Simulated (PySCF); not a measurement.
**PH3 (phosphine): CCSDT/6-31G**

Aim: the vertical ionisation energy of PH3 (phosphine) at CCSDT/6-31G, from 2 runs. Input form: a Python script.

The results are computed with PySCF 2.14.0.

5 further runs of the same task are left out: 5 set aside as unsound or not needed.

## 1. Starting point

PH3 has 4 atoms, charge 0, and is taken as a singlet. SMILES: `P`. Geometry: relaxed at PBE0-D4/def2-TZVP.

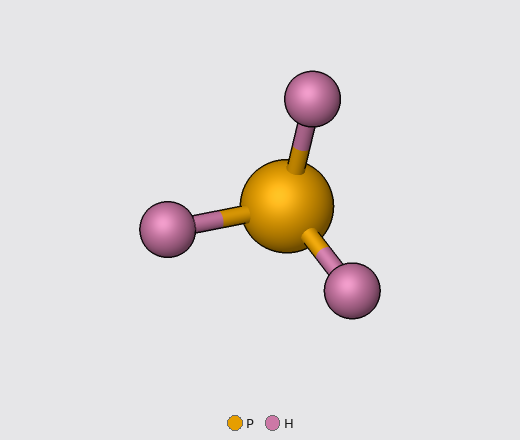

The structure, seen from a chosen angle (phosphorus amber, hydrogen pink).

## 2. A single-point energy at CCSDT/6-31G

job.py

```python
# P
from pyscf import gto, cc

system = gto.M(
    atom='''
P        0.346000      -0.326500      -0.332800
H        0.630900      -0.034000       1.027000
H       -1.005500      -0.663000      -0.057200
H        0.028700       1.023500      -0.636900
''',
    verbose=3,
    max_memory=1860,
    spin=0,
    basis='6-31g',
    charge=0,
)

mf = system.RHF()
mf.conv_tol = 1e-10
mf.kernel()
if not mf.converged:
    mf = mf.newton().run(mf.mo_coeff, mf.mo_occ)

mycc = cc.CCSDT(mf, frozen=5)
mycc.kernel()
etot = mycc.e_tot
print(f'total energy: {etot:.8f} hartree')
```

Run with:

```console
$ OMP_NUM_THREADS=1 python job.py
```

The log of the run:

```text
converged SCF energy = -342.395714304115
_make_eris_incore_RCCSDT

WARN: A large `blksize` is being used, which may cause large memory consumption
      for storing contraction intermediates. If memory is sufficient, consider using
      `pyscf.cc.rccsdt_highm.RCCSDT` instead.

WARN: A large `blksize_oovv` is being used, which may cause large memory consumption
      for storing contraction intermediates. If memory is sufficient, consider using
      `pyscf.cc.rccsdt_highm.RCCSDT` instead.

WARN: A large `blksize_oooo` is being used, which may cause large memory consumption
      for storing contraction intermediates. If memory is sufficient, consider using
      `pyscf.cc.rccsdt_highm.RCCSDT` instead.

RCCSDT converged
E(RCCSDT) = -342.4816452291928   E_corr = -0.08593092507737959
E_corr(same-spin) = -0.00609081417385279
E_corr(oppo-spin) = -0.0798401109035268
total energy: -342.48164523 hartree
```

It took 1.4 s on 1 thread of Arm Neoverse N1, shared host; peak memory 0.12 GiB.

## 3. The doublet cation

calc.py

```python
from pyscf import gto, cc

mol = gto.Mole()
mol.atom = 'P 0.346000 -0.326500 -0.332800; H 0.630900 -0.034000 1.027000; H -1.005500 -0.663000 -0.057200; H 0.028700 1.023500 -0.636900'
mol.basis = '6-31g'
mol.verbose = 4
mol.max_memory = 1860
mol.spin = 1
mol.charge = 1
mol.build()

mf = mol.UHF()
mf.conv_tol = 1e-10
mf.kernel()
if not mf.converged:
    mf = mf.newton().run(mf.mo_coeff, mf.mo_occ)

mycc = cc.CCSDT(mf, frozen=5)
mycc.kernel()
energy = mycc.e_tot
print('Final energy', energy)
```

Run with:

```console
$ OMP_NUM_THREADS=1 python calc.py
```

The log of the run:

```text
PySCF version 2.14.0

[INPUT] num. atoms = 4
[INPUT] num. electrons = 17
[INPUT] charge = 1
[INPUT] spin (= nelec alpha-beta = 2S) = 1
[INPUT] symmetry False subgroup None
[INPUT] Mole.unit = angstrom
[INPUT] Symbol           X                Y                Z      unit          X                Y                Z       unit  Magmom
[INPUT]  1 P      0.346000000000  -0.326500000000  -0.332800000000 AA    0.653845239100  -0.616995579670  -0.628900854255 Bohr   0.0
[INPUT]  2 H      0.630900000000  -0.034000000000   1.027000000000 AA    1.192228211988  -0.064250688235   1.940748729928 Bohr   0.0
[INPUT]  3 H     -1.005500000000  -0.663000000000  -0.057200000000 AA   -1.900119618250  -1.252888420587  -0.108092334325 Bohr   0.0
[INPUT]  4 H      0.028700000000   1.023500000000  -0.636900000000 AA    0.054235139775   1.934134688492  -1.203566568735 Bohr   0.0

nuclear repulsion = 17.5426218499292
number of shells = 13
number of NR pGTOs = 58
number of NR cGTOs = 19
basis = 6-31g
ecp = {}

******** <class 'pyscf.scf.uhf.UHF'> ********
method = UHF
initial guess = minao
damping factor = 0
level_shift factor = 0
DIIS = <class 'pyscf.scf.diis.CDIIS'>
diis_start_cycle = 1
diis_space = 8
diis_damp = 0
SCF conv_tol = 1e-10
SCF conv_tol_grad = None
SCF max_cycles = 50
direct_scf = True
direct_scf_tol = 1e-13
number electrons alpha = 9  beta = 8
Set gradient conv threshold to 1e-05
init E= -342.16273027258
[... the frontier-level lines of each cycle are left out ...]

cycle= 1 E= -342.002250493828  delta_E= 0.16  |g|= 0.209  |ddm|= 1.09
cycle= 2 E= -342.043500966704  delta_E= -0.0413  |g|= 0.0434  |ddm|= 0.43
cycle= 3 E= -342.045230071591  delta_E= -0.00173  |g|= 0.0131  |ddm|= 0.0626
cycle= 4 E= -342.04553466647  delta_E= -0.000305  |g|= 0.00665  |ddm|= 0.0316
cycle= 5 E= -342.045661863842  delta_E= -0.000127  |g|= 0.00382  |ddm|= 0.0209
cycle= 6 E= -342.045725522079  delta_E= -6.37e-05  |g|= 0.000896  |ddm|= 0.023
cycle= 7 E= -342.045728423733  delta_E= -2.9e-06  |g|= 0.000106  |ddm|= 0.00562
cycle= 8 E= -342.045728446663  delta_E= -2.29e-08  |g|= 1.72e-05  |ddm|= 0.000463
cycle= 9 E= -342.045728447194  delta_E= -5.32e-10  |g|= 2.58e-06  |ddm|= 5.46e-05
cycle= 10 E= -342.045728447205  delta_E= -1.06e-11  |g|= 4.33e-07  |ddm|= 7.62e-06
Extra cycle  E= -342.045728447206  delta_E= -7.96e-13  |g|= 1.81e-07  |ddm|= 8.59e-07
converged SCF energy = -342.045728447206  <S^2> = 0.75552192  2S+1 = 2.0055143

******** <class 'pyscf.cc.uccsdt.UCCSDT'> ********
UCCSDT nocc = (np.int64(4), np.int64(3)), nmo = (14, 14)
Allocating only the i<=j<=k part of the T3 amplitude in memory
frozen orbitals 5
max_cycle = 50
conv_tol = 1e-07
conv_tol_normt = 1e-06
diis with the T3 amplitude
diis_space = 6
diis_start_cycle = 0
diis_start_energy_diff = 1e+09
einsum_backend: numpy
_make_eris_incore_UCCSDT
blksize_o_aaa     4    blksize_v_aaa    11
blksize_o_aab     4    blksize_v_aab    11

WARN: A large `blksize_v_aaa` is being used, which may cause large memory consumption
      for storing contraction intermediates. If memory is sufficient, consider using
      `pyscf.cc.uccsdt_highm.UCCSDT` instead.

WARN: A large `blksize_v_aab` is being used, which may cause large memory consumption
      for storing contraction intermediates. If memory is sufficient, consider using
      `pyscf.cc.uccsdt_highm.UCCSDT` instead.

Approximate memory usage estimate
    T3 memory                 126 KB
    R3 memory                 126 KB
    ERIs memory               900 KB
    T1-ERIs memory            900 KB
    Intermediates memory      900 KB
    Block workspace           666 KB
Init t2, MP2 energy = -0.0541239734327989
Init E_corr(UCCSDT) = -0.0541239734328326
cycle =  1  E_corr(UCCSDT) = -0.068168199571  dE = -1.404422613860e-02  norm(d tamps) = 5.29257813e-02
cycle =  2  E_corr(UCCSDT) = -0.073032616840  dE = -4.864417269042e-03  norm(d tamps) = 2.37895301e-02
cycle =  3  E_corr(UCCSDT) = -0.076682188778  dE = -3.649571937405e-03  norm(d tamps) = 1.22787020e-02
cycle =  4  E_corr(UCCSDT) = -0.076713914499  dE = -3.172572128252e-05  norm(d tamps) = 3.47279798e-03
cycle =  5  E_corr(UCCSDT) = -0.076785064800  dE = -7.115030043693e-05  norm(d tamps) = 1.30243454e-03
cycle =  6  E_corr(UCCSDT) = -0.076776081667  dE =  8.983132337242e-06  norm(d tamps) = 3.62412926e-04
cycle =  7  E_corr(UCCSDT) = -0.076780120794  dE = -4.039127126640e-06  norm(d tamps) = 9.40497828e-05
cycle =  8  E_corr(UCCSDT) = -0.076780311453  dE = -1.906589844336e-07  norm(d tamps) = 3.47829964e-05
cycle =  9  E_corr(UCCSDT) = -0.076780662882  dE = -3.514290304041e-07  norm(d tamps) = 1.26344318e-05
cycle = 10  E_corr(UCCSDT) = -0.076780452794  dE =  2.100882182526e-07  norm(d tamps) = 3.82975236e-06
cycle = 11  E_corr(UCCSDT) = -0.076780487400  dE = -3.460629807717e-08  norm(d tamps) = 1.18542980e-06
cycle = 12  E_corr(UCCSDT) = -0.076780514874  dE = -2.747366309452e-08  norm(d tamps) = 3.65144077e-07
UCCSDT converged
E(UCCSDT) = -342.1225089620799   E_corr = -0.07678051487414925
E_corr(same-spin) = -0.00446417126972015
E_corr(oppo-spin) = -0.0723163436044291
Final energy -342.1225089620799
```

Run time: 2.4 s. Hardware: 1 thread of Arm Neoverse N1, shared host; peak memory 0.12 GiB.

## 4. What came out

Level: CCSDT/6-31G, 5 core orbitals frozen.

| quantity | value |
| --- | --- |
| singlet PH3: total energy | -342.48165 Eh |
| singlet PH3: dipole moment (Hartree–Fock density) | 1.22 D |
| singlet PH3: HOMO energy (Hartree–Fock orbitals) | -10.53 eV |
| singlet PH3: LUMO energy (Hartree–Fock orbitals) | 4.57 eV |
| singlet PH3: HOMO–LUMO gap (Hartree–Fock orbitals) | 15.10 eV |
| singlet PH3: correlation energy (5 core orbitals frozen) | -85.9 mEh |
| singlet PH3: T1 diagnostic | 0.006 |
| doublet cation: total energy | -342.12251 Eh |
| doublet cation: HOMO energy (Hartree–Fock orbitals) (highest over α and β) | -21.13 eV |
| doublet cation: LUMO energy (Hartree–Fock orbitals) (lowest over α and β) | -8.61 eV |
| doublet cation: correlation energy (5 core orbitals frozen) | -76.8 mEh |
| doublet cation: ⟨S²⟩ of the reference determinant | 0.756 |
| doublet cation: T1 diagnostic | 0.006 |
| vertical ionisation energy (to the doublet cation) | 9.773 eV |

**Reading.** The vertical ionisation energy comes to 9.77 eV (225 kcal/mol).
